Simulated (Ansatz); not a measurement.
# CHFNOSi radical: up Jacob's ladder to CCSD(T), part 2 of 2

Ansatz 0.2.0, Gaussian basis; functionals in def2-TZVPP, the program's frozen cores in correlated methods. Earlier steps stand in the parts before.

## (15) LC-ωPBE (range-separated)

The input, in.yaml:

```yaml
crystal:
  periodic: [false, false, false]
  atoms:
    - {symbol: O, position_ang: [-1.493158, 1.227263, 1.999140]}
    - {symbol: C, position_ang: [-0.906843, 0.754442, 1.115394]}
    - {symbol: N, position_ang: [-0.304021, 0.306303, 0.180835]}
    - {symbol: Si, position_ang: [0.439488, -0.903908, -0.755252]}
    - {symbol: F, position_ang: [1.995619, -0.925749, -0.399577]}
    - {symbol: H, position_ang: [0.310916, -0.522351, -2.186741]}
basis:
  gaussian: {orbitals: def2-TZVPP}
magnetization: {spin_polarized: true, initial_magnetization: 1}
hamiltonian: {xc: {name: LC-wPBE}}
output: {orbitals: {seedname: orbitals}}
```

The run is started by

```console
> ansatz run in.yaml --threads 4 --pin off --events-out ev --progress --plain --max-ram 10444MiB
```

What it wrote, cut to the lines that bear on the results:

```text
Functional definition: LC-wPBE
  name "LC-wPBE"
  cite "Vydrov & Scuseria, J. Chem. Phys. 125, 234109 (2006) doi:10.1063/1.2409292"
  cite "Heyd & Scuseria, J. Chem. Phys. 120, 7274 (2004) doi:10.1063/1.1668634"
  cite "Ernzerhof & Perdew, J. Chem. Phys. 109, 3313 (1998) doi:10.1063/1.476928"
  cite "Perdew, Burke & Ernzerhof, Phys. Rev. Lett. 77, 3865 (1996) doi:10.1103/PhysRevLett.77.3865"
  parent pbe
[...]
989 factors; their error is unknown
282 factors; integrals over basis functions are off by at most 2.7e-5 eV
[...]
mean field -15182.22798323 eV, -557.9365874999 hartree, gradient 4.6e-5 eV, S^2 0.753415; 0 other end points of the search recorded, 0 dependent functions left out
reference -15182.22798324 eV, -557.9365875002 hartree; 23, 22 occupied and 157, 158 virtual orbitals, 989 factors
Total energy: -15182.22798324 eV, -557.9365875002 hartree
```

Wall time 2.3 s (4 threads of Arm Neoverse V2, shared host).

With the free atoms at this level, -15154.822 eV in sum, the atomisation energy is 2644.3 kJ/mol. HOMO -9.36 eV, LUMO -0.50 eV.

## (16) ωB97X-V (range-separated)

Changes to in.yaml since step 15:

```diff
@@ -12,3 +12,3 @@
 magnetization: {spin_polarized: true, initial_magnetization: 1}
-hamiltonian: {xc: {name: LC-wPBE}}
+hamiltonian: {xc: {name: wB97X-V}}
 output: {orbitals: {seedname: orbitals}}
```

Same command.

What it wrote, cut to the lines that bear on the results:

```text
Functional definition: wB97X-V
  name "wB97X-V"
  cite "Mardirossian & Head-Gordon, Phys. Chem. Chem. Phys. 16, 9904 (2014) doi:10.1039/C3CP54374A"
  cite "Becke, J. Chem. Phys. 107, 8554 (1997) doi:10.1063/1.475007"
  cite "Vydrov & Van Voorhis, J. Chem. Phys. 133, 244103 (2010) doi:10.1063/1.3521275"
[...]
      + integral(e_c_pw_opposite_spin*poly(b97_u_opposite, cos0, cos1)) + vv10(b, c)
992 factors; their error is unknown
196 factors; integrals over basis functions are off by at most 8.8e-6 eV
[...]
mean field -15185.56399788 eV, -558.0591837772 hartree, gradient 2.7e-5 eV, S^2 0.752470; 0 other end points of the search recorded, 0 dependent functions left out
reference -15185.56399707 eV, -558.0591837474 hartree; 23, 22 occupied and 157, 158 virtual orbitals, 992 factors
Total energy: -15185.56399707 eV, -558.0591837474 hartree
```

Run time: 6 s. Hardware: 4 threads of Arm Neoverse V2, shared host; peak memory 0.6 GiB.

With the free atoms at this level, -15158.196 eV in sum, the atomisation energy is 2640.7 kJ/mol. HOMO -8.84 eV, LUMO -1.08 eV.

## (17) ωB97M-V (range-separated)

Changes to in.yaml since step 16:

```diff
@@ -12,3 +12,3 @@
 magnetization: {spin_polarized: true, initial_magnetization: 1}
-hamiltonian: {xc: {name: wB97X-V}}
-output: {orbitals: {seedname: orbitals}}
+hamiltonian: {xc: {name: wB97M-V}}
+output: {forces: true, orbitals: {seedname: orbitals}}
```

The command is unchanged.

What it wrote, cut to the lines that bear on the results:

```text
Functional definition: wB97M-V
  name "wB97M-V"
  cite "Mardirossian & Head-Gordon, J. Chem. Phys. 144, 214110 (2016) doi:10.1063/1.4952647"
  cite "Becke, J. Chem. Phys. 107, 8554 (1997) doi:10.1063/1.475007"
  cite "Vydrov & Van Voorhis, J. Chem. Phys. 133, 244103 (2010) doi:10.1063/1.3521275"
  # Of w^i u^j: cxij and so on, Table III.
[...]
  gx(w, u) = 1 - cx + cx01*u + cx10*w
  gss(w, u) = css00 + css04*u^4 + css10*w + css20*w^2 + css43*w^4*u^3
  gos(w, u) = cos00 + cos10*w + (cos20 + cos21*u)*w^2 + (cos60 + cos61*u)*w^6
[...]
      + integral(e_c_pw_mod_opposite_spin*gos(b97_w_opposite, b97_u_opposite)) + vv10(b, c)
992 factors; their error is unknown
196 factors; integrals over basis functions are off by at most 8.8e-6 eV
[...]
mean field -15186.97802431 eV, -558.1111482900 hartree, gradient 8.4e-5 eV, S^2 0.751739; 0 other end points of the search recorded, 0 dependent functions left out
[...]
reference -15186.97806464 eV, -558.1111497721 hartree; 23, 22 occupied and 157, 158 virtual orbitals, 992 factors
Total energy: -15186.97806464 eV, -558.1111497721 hartree
Atom 0 at    -1.493158     1.227263     1.999140 Å, force    -0.047037     0.029228     0.074777 eV/Å
Atom 1 at    -0.906843     0.754442     1.115394 Å, force     0.001235     0.002563     0.000274 eV/Å
Atom 2 at    -0.304021     0.306303     0.180835 Å, force    -0.007084     0.102878    -0.003325 eV/Å
Atom 3 at     0.439488    -0.903908    -0.755252 Å, force    -0.142220    -0.149871    -0.219189 eV/Å
Atom 4 at     1.995619    -0.925749    -0.399577 Å, force     0.175236     0.020991     0.036437 eV/Å
Atom 5 at     0.310916    -0.522351    -2.186741 Å, force     0.019869    -0.005789     0.111025 eV/Å
Dipole moment:    -0.097483    -0.179311    -0.239334 e Å
```

Wall time 7.5 s (4 threads of Arm Neoverse V2, shared host); peak memory 0.64 GiB.

With the free atoms at this level, -15159.682 eV in sum, the atomisation energy is 2633.6 kJ/mol. HOMO -8.45 eV, LUMO -1.22 eV.

## (18) B2PLYP (double hybrid)

Changes to in.yaml since step 17:

```diff
@@ -12,3 +12,2 @@
 magnetization: {spin_polarized: true, initial_magnetization: 1}
-hamiltonian: {xc: {name: wB97M-V}}
-output: {forces: true, orbitals: {seedname: orbitals}}
+hamiltonian: {xc: {name: B2PLYP}}
```

Launched as before.

What it wrote, cut to the lines that bear on the results:

```text
Functional definition: B2PLYP
  name "B2PLYP"
  cite "Grimme, J. Chem. Phys. 124, 034108 (2006) doi:10.1063/1.2148954"
  cite "Becke, Phys. Rev. A 38, 3098 (1988) doi:10.1103/PhysRevA.38.3098"
  cite "Lee, Yang & Parr, Phys. Rev. B 37, 785 (1988) doi:10.1103/PhysRevB.37.785"
[...]
1133 factors; integrals over basis functions are off by at most 9.3e-4 eV
[...]
mean field -15173.57959812 eV, -557.6187652092 hartree, gradient 6.3e-6 eV, S^2 0.753581; 0 other end points of the search recorded, 0 dependent functions left out
9 core orbitals not correlated: weight in the atoms' cores, before any rotation towards them, 1.000 or more for the frozen orbitals, at most 0.000 for the correlated occupied ones
reference -15173.57974334 eV, -557.6187705460 hartree; 14, 13 occupied and 157, 158 virtual orbitals, 1133 factors
second order -29.99543480 eV of doubles, -0.00000000 eV of singles
Total energy: -15181.67851074 eV, -557.9163947582 hartree
```

It took 3.5 s on 4 threads of Arm Neoverse V2, shared host; peak memory 0.46 GiB.

With the free atoms at this level, -15154.531 eV in sum, the atomisation energy is 2619.3 kJ/mol.

## (19) PBE-QIDH (double hybrid)

Changes to in.yaml since step 18:

```diff
@@ -12,2 +12,2 @@
 magnetization: {spin_polarized: true, initial_magnetization: 1}
-hamiltonian: {xc: {name: B2PLYP}}
+hamiltonian: {xc: {name: PBE-QIDH}}
```

Launched as before.

What it wrote, cut to the lines that bear on the results:

```text
Functional definition: PBE-QIDH
  name "PBE-QIDH"
  cite "Brémond, Sancho-García, Pérez-Jiménez & Adamo, J. Chem. Phys. 141, 031101 (2014) doi:10.1063/1.4890314"
  cite "Perdew, Burke & Ernzerhof, Phys. Rev. Lett. 77, 3865 (1996) doi:10.1103/PhysRevLett.77.3865"
[...]
1133 factors; integrals over basis functions are off by at most 9.3e-4 eV
[...]
mean field -15165.74584653 eV, -557.3308801484 hartree, gradient 4.6e-6 eV, S^2 0.754025; 0 other end points of the search recorded, 0 dependent functions left out
9 core orbitals not correlated: weight in the atoms' cores, before any rotation towards them, 1.000 or more for the frozen orbitals, at most 0.000 for the correlated occupied ones
reference -15165.74585747 eV, -557.3308805501 hartree; 14, 13 occupied and 157, 158 virtual orbitals, 1133 factors
second order -27.74570501 eV of doubles, -0.00000000 eV of singles
Total energy: -15174.99442580 eV, -557.6707591676 hartree
```

It took 3.5 s on 4 threads of Arm Neoverse V2, shared host; peak memory 0.4 GiB.

Atomisation energy: 2602.0 kJ/mol (free atoms -15148.027 eV, run apart).

## (20) Orbital energies across the functionals

Dipoles come from the runs that computed forces. Levels are read from the orbital files that the runs wrote (highest filled and lowest empty over both spins):

| functional | HOMO (eV) | LUMO (eV) | gap (eV) | dipole (D) |
| --- | --- | --- | --- | --- |
| LDA (SPW92) | -5.46 | -4.21 | 1.25 |  |
| PBE-D4 | -5.47 | -3.75 | 1.72 | 1.34 |
| revPBE-D4 | -5.45 | -3.59 | 1.86 |  |
| BLYP-D4 | -5.29 | -3.81 | 1.48 |  |
| r2SCAN-D4 | -5.85 | -3.28 | 2.56 | 1.41 |
| B97M-V | -5.52 | -3.94 | 1.58 |  |
| PBE0-D4 | -6.71 | -2.85 | 3.86 |  |
| B3LYP-D4 | -6.43 | -3.28 | 3.15 | 1.52 |
| r2SCANh-D4 | -6.29 | -2.99 | 3.31 |  |
| r2SCAN0-D4 | -6.97 | -2.56 | 4.42 |  |
| HSE06-D4 | -6.31 | -3.23 | 3.08 |  |
| BHLYP-D4 | -7.79 | -2.09 | 5.69 |  |
| CAM-B3LYP-D4 | -7.95 | -2.00 | 5.96 |  |
| LC-ωPBE | -9.36 | -0.50 | 8.86 |  |
| ωB97X-V | -8.84 | -1.08 | 7.76 |  |
| ωB97M-V | -8.45 | -1.22 | 7.23 | 1.51 |

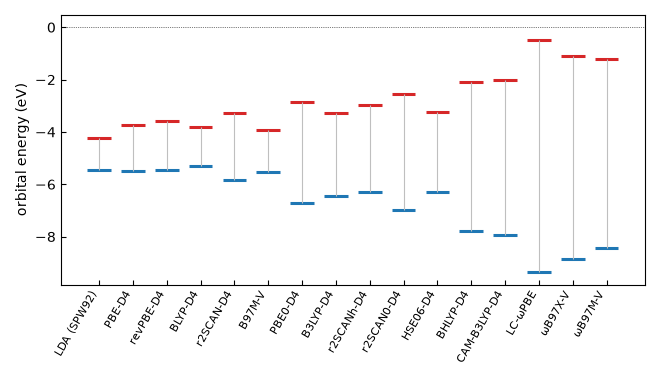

Highest occupied (blue) and lowest empty (red) level by functional.

## (21) CCSD(T) in def2-SVP

Changes to in.yaml since step 19:

```diff
@@ -10,4 +10,5 @@
 basis:
-  gaussian: {orbitals: def2-TZVPP}
+  gaussian: {orbitals: def2-SVP}
 magnetization: {spin_polarized: true, initial_magnetization: 1}
-hamiltonian: {xc: {name: PBE-QIDH}}
+correlation: {method: ccsd_t}
+scf: {omitted_lower_state_checks: [cluster_reference]}
```

Same command.

What it wrote, cut to the lines that bear on the results:

```text
Functional definition: HF
  name "HF"
  cite "Fock, Z. Phys. 61, 126 (1930) doi:10.1007/BF01340294"
  parent pbe
[...]
762 factors; integrals over basis functions are off by at most 1.1e-3 eV
[...]
mean field -15126.68716473 eV, -555.8955000669 hartree, gradient 3.6e-6 eV, S^2 0.754168; 0 other end points of the search recorded, 0 dependent functions left out
9 core orbitals not correlated: weight in the atoms' cores, before any rotation towards them, 1.000 or more for the frozen orbitals, at most 0.000 for the correlated occupied ones
reference -15126.68716473 eV, -555.8955000669 hartree; 14, 13 occupied and 56, 57 virtual orbitals, 762 factors
second order -19.39301612 eV of doubles, -0.00000000 eV of singles
cycle   1  -18.98912760 eV  change    4.0e-1 eV  update   1.3e-1
[...]
cycle  10  -19.70651746 eV  change   -3.4e-6 eV  update   2.7e-5
perturbative correction -0.64184829 eV, -0.0235874896 hartree
Total energy: -15147.03553047 eV, -556.6432887155 hartree
Checks for a lower state left out: cluster_reference
```

Run time: 4.5 s. Hardware: 4 threads of Arm Neoverse V2, shared host; peak memory 0.46 GiB.

## (22) CCSD(T) in def2-TZVPP

Changes to in.yaml since step 21:

```diff
@@ -10,3 +10,3 @@
 basis:
-  gaussian: {orbitals: def2-SVP}
+  gaussian: {orbitals: def2-TZVPP}
 magnetization: {spin_polarized: true, initial_magnetization: 1}
@@ -14 +14,2 @@
 scf: {omitted_lower_state_checks: [cluster_reference]}
+output: {orbitals: {seedname: orbitals}}
```

The command is unchanged.

What it wrote, cut to the lines that bear on the results:

```text
Functional definition: HF
  name "HF"
  cite "Fock, Z. Phys. 61, 126 (1930) doi:10.1007/BF01340294"
  parent pbe
[...]
1133 factors; integrals over basis functions are off by at most 9.3e-4 eV
[...]
mean field -15138.76875712 eV, -556.3394903981 hartree, gradient 4.5e-6 eV, S^2 0.755042; 0 other end points of the search recorded, 0 dependent functions left out
9 core orbitals not correlated: weight in the atoms' cores, before any rotation towards them, 1.000 or more for the frozen orbitals, at most 0.000 for the correlated occupied ones
reference -15138.76875712 eV, -556.3394903981 hartree; 14, 13 occupied and 157, 158 virtual orbitals, 1133 factors
second order -24.58498776 eV of doubles, -0.00000000 eV of singles
cycle   1  -23.87300150 eV  change    7.1e-1 eV  update   1.3e-1
[...]
cycle  10  -24.69414800 eV  change    7.3e-6 eV  update   3.2e-5
perturbative correction -1.07095714 eV, -0.0393569490 hartree
Total energy: -15164.53386226 eV, -557.2863405480 hartree
Checks for a lower state left out: cluster_reference
```

Wall time 2 min (4 threads of Arm Neoverse V2, shared host); peak memory 4.7 GiB.

## (23) MP2 in def2-QZVPP

Changes to in.yaml since step 22:

```diff
@@ -10,6 +10,5 @@
 basis:
-  gaussian: {orbitals: def2-TZVPP}
+  gaussian: {orbitals: "def2-QZVPP.json"}
 magnetization: {spin_polarized: true, initial_magnetization: 1}
-correlation: {method: ccsd_t}
+correlation: {method: mp2}
 scf: {omitted_lower_state_checks: [cluster_reference]}
-output: {orbitals: {seedname: orbitals}}
```

Launched as before.

What it wrote:

```text
Functional definition: HF
  name "HF"
  cite "Fock, Z. Phys. 61, 126 (1930) doi:10.1007/BF01340294"
  parent pbe
  exchange = exact_x
  correlation = 0
these checks for a lower state are left out or cut short: cluster_reference
2025 factors; integrals over basis functions are off by at most 7.2e-4 eV
mean field evaluation 1: about -15135.2880 eV, gradient 3.2e1 eV
mean field evaluation 2: about -15135.2907 eV, gradient 3.2e1 eV
mean field evaluation 4: about -15139.2466 eV, gradient 3.0e0 eV
mean field evaluation 8: about -15139.3542 eV, gradient 2.4e-1 eV
mean field -15139.35522192 eV, -556.3610425821 hartree, gradient 6.2e-6 eV, S^2 0.755090; 0 other end points of the search recorded, 0 dependent functions left out
9 core orbitals not correlated: weight in the atoms' cores, before any rotation towards them, 1.000 or more for the frozen orbitals, at most 0.000 for the correlated occupied ones
reference -15139.35522192 eV, -556.3610425821 hartree; 14, 13 occupied and 305, 306 virtual orbitals, 2025 factors
second order -26.59361948 eV of doubles, -0.00000000 eV of singles
Total energy: -15165.94884140 eV, -557.3383400723 hartree
Checks for a lower state left out: cluster_reference
```

It took 10 s on 4 threads of Arm Neoverse V2, shared host; peak memory 1.2 GiB.

The pieces so far (eV):

| basis | HF | MP2 correlation | CCSD correlation | (T) | total |
| --- | --- | --- | --- | --- | --- |
| def2-SVP | -15126.6872 | -19.3930 | -19.7065 | -0.6418 | -15147.0355 |
| def2-TZVPP | -15138.7688 | -24.5850 | -24.6941 | -1.0710 | -15164.5339 |
| def2-QZVPP | -15139.3552 | -26.5936 |  |  | -15165.9488 (MP2) |

The report of the def2-TZVPP run gives T1 = 0.0169.

## (24) Extrapolating to the complete basis

No new run: Hartree-Fock is extrapolated as exp(−7.88√X) and correlation as X^−2.97, with X = 3 and 4; only MP2 was run in the larger set, so CCSD(T) minus MP2 is added from the smaller one.

| level | energy at the limit (eV) |
| --- | --- |
| HF | -15139.4360 |
| MP2 | -15167.5175 |
| CCSD | -15167.6267 |
| CCSD(T) | -15168.6976 |

## (25) RPA on PBE orbitals

Changes to in.yaml since step 23:

```diff
@@ -10,5 +10,5 @@
 basis:
-  gaussian: {orbitals: "def2-QZVPP.json"}
+  gaussian: {orbitals: def2-TZVPP}
 magnetization: {spin_polarized: true, initial_magnetization: 1}
-correlation: {method: mp2}
-scf: {omitted_lower_state_checks: [cluster_reference]}
+hamiltonian: {xc: pbe}
+correlation: {method: rpa}
```

The command is unchanged.

What it wrote, cut to the lines that bear on the results:

```text
Functional definition: PBE
  name "PBE"
  cite "Perdew, Burke & Ernzerhof, Phys. Rev. Lett. 77, 3865 (1996) doi:10.1103/PhysRevLett.77.3865"
  parent pbe
[...]
1133 factors; integrals over basis functions are off by at most 9.3e-4 eV
[...]
mean field -15177.92277647 eV, -557.7783740697 hartree, gradient 5.4e-6 eV, S^2 0.751852; 0 other end points of the search recorded, 0 dependent functions left out
9 core orbitals not correlated: weight in the atoms' cores, before any rotation towards them, 1.000 or more for the frozen orbitals, at most 0.000 for the correlated occupied ones
reference -15136.87539509 eV, -556.2699106270 hartree; 14, 13 occupied and 157, 158 virtual orbitals, 1133 factors
Total energy: -15174.85118579 eV, -557.6654951943 hartree
```

Wall time 3.2 s (4 threads of Arm Neoverse V2, shared host); peak memory 0.46 GiB.

RPA correlation: -37.976 eV. No RPA run of the hydrogen atom was made, so RPA has no atomisation energy below.

## (26) Atomisation energies

Free atoms (1 O, 1 C, 1 N, 1 Si, 1 F, 1 H) were run apart at each level; the atomisation energy is their sum less the molecule, without zero-point or spin-orbit terms.

Differences are taken before rounding.

| method | rung | atoms, summed (eV) | atomisation energy (kJ/mol) | from CCSD(T)/CBS (kJ/mol) | time |
| --- | --- | --- | --- | --- | --- |
| LDA (SPW92) | LDA | -15072.496 | 3134.5 | +520.0 | 0.85 s |
| PBE-D4 | GGA | -15149.379 | 2766.0 | +151.5 | 1.8 s |
| revPBE-D4 | GGA | -15158.345 | 2669.4 | +54.9 | 1.6 s |
| BLYP-D4 | GGA | -15161.013 | 2693.9 | +79.4 | 1.6 s |
| r2SCAN-D4 | meta-GGA | -15157.868 | 2662.3 | +47.8 | 4 s |
| B97M-V | meta-GGA | -15158.169 | 2646.2 | +31.7 | 7 s |
| PBE0-D4 | hybrid | -15151.150 | 2642.4 | +27.9 | 2.5 s |
| B3LYP-D4 | hybrid | -15162.841 | 2640.4 | +25.9 | 2.7 s |
| r2SCANh-D4 | hybrid | -15157.765 | 2620.2 | +5.8 | 4.3 s |
| r2SCAN0-D4 | hybrid | -15157.624 | 2559.5 | -55.0 | 4.4 s |
| HSE06-D4 | hybrid | -15150.620 | 2645.6 | +31.1 | 2.5 s |
| BHLYP-D4 | hybrid | -15160.441 | 2483.7 | -130.8 | 2.6 s |
| CAM-B3LYP-D4 | range-separated | -15159.884 | 2651.5 | +37.0 | 2.7 s |
| LC-ωPBE | range-separated | -15154.822 | 2644.3 | +29.8 | 2.3 s |
| ωB97X-V | range-separated | -15158.196 | 2640.7 | +26.2 | 6 s |
| ωB97M-V | range-separated | -15159.682 | 2633.6 | +19.2 | 7.5 s |
| B2PLYP | double hybrid | -15154.531 | 2619.3 | +4.9 | 3.5 s |
| PBE-QIDH | double hybrid | -15148.027 | 2602.0 | -12.5 | 3.5 s |
| HF/def2-TZVPP | wavefunction | -15120.641 | 1749.1 | -865.4 |  |
| MP2/def2-TZVPP | wavefunction | -15135.783 | 2660.2 | +45.7 |  |
| CCSD/def2-TZVPP | wavefunction | -15138.054 | 2451.6 | -162.9 |  |
| CCSD(T)/def2-SVP | wavefunction | -15122.024 | 2413.2 | -201.3 | 4.5 s |
| CCSD(T)/def2-TZVPP | wavefunction | -15138.409 | 2520.6 | -93.9 | 2 min |
| MP2/CBS | wavefunction | -15138.974 | 2754.0 | +139.5 |  |
| CCSD(T)/CBS | wavefunction | -15141.600 | 2614.5 | 0 | 2.1 min |

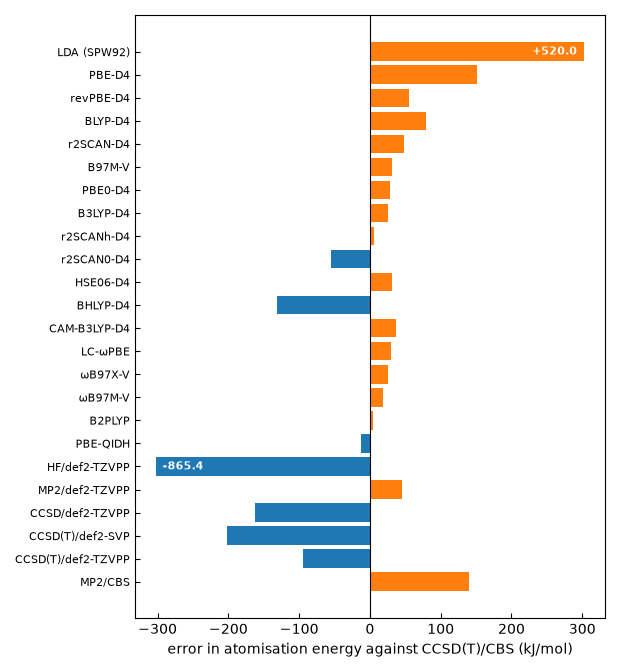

Deviations from CCSD(T)/CBS, method by method. Bars with a number in them are cut short.

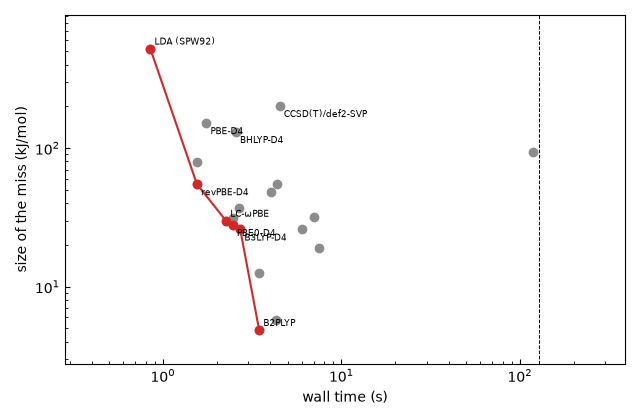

Miss against cost. Red marks the levels that no quicker level drawn beats (of those quicker than the yardstick), and the dashed line is the time of CCSD(T)/CBS. Only those levels and the largest misses are named. Times are from a shared host.

LDA (SPW92), LC-ωPBE, B2PLYP, PBE-QIDH carry no dispersion term (for B3LYP, D4 adds 19.4 kJ/mol).

Times are those of the molecule's run; HF, MP2 and CCSD come out of the CCSD(T) runs, and the limit's time is the sum of the runs that it needs.

## (27) Summary of results

This closing draws on all 2 parts.

```
                               quantity                                     value
        atomisation energy, CCSD(T)/CBS                             2614.5 kJ/mol
 functionals within 13.1 kJ/mol (0.5 %)              r2SCANh-D4, B2PLYP, PBE-QIDH
                    farthest beyond LDA                    PBE-D4 (+151.5 kJ/mol)
                mean size of error, GGA                               95.3 kJ/mol
           mean size of error, meta-GGA                               39.7 kJ/mol
             mean size of error, hybrid                               46.1 kJ/mol
    mean size of error, range-separated                               28.0 kJ/mol
      mean size of error, double hybrid                                8.7 kJ/mol
              gap, smallest and largest  1.25 eV (LDA (SPW92)), 8.86 eV (LC-ωPBE)
                          T1 diagnostic                                    0.0169
triples share of the correlation energy                                     4.2 %
```

In words: The LDA atomisation energy is off by 520.0 kJ/mol (20 %): it overbinds. PBE-D4 misses by +151.5 kJ/mol. Double hybrids carry the basis error of their MP2 part in triple zeta, and no dispersion term here, so their miss is partly the set-up's. Taken by rung, double hybrid functionals do best (8.7 kJ/mol on average) and GGA ones worst beyond LDA (95.3 kJ/mol). The reference freezes the cores and leaves out relativity and excitations past (T), so misses under about 13.1 kJ/mol can't be ranked. Hartree-Fock recovers 67 % of the binding; the rest is correlation. CCSD(T) in def2-SVP is off by -201.3 kJ/mol, so the small basis spoils what the method gains. Orbital gaps span 1.2 to 8.9 eV; exact exchange widens them.

For cost: B2PLYP gets within 4.9 kJ/mol in 3.5 s, where CCSD(T)/CBS took 2.1 min; the quickest level in the cost chart, LDA (SPW92), takes 0.85 s and misses by 520.0 kJ/mol.
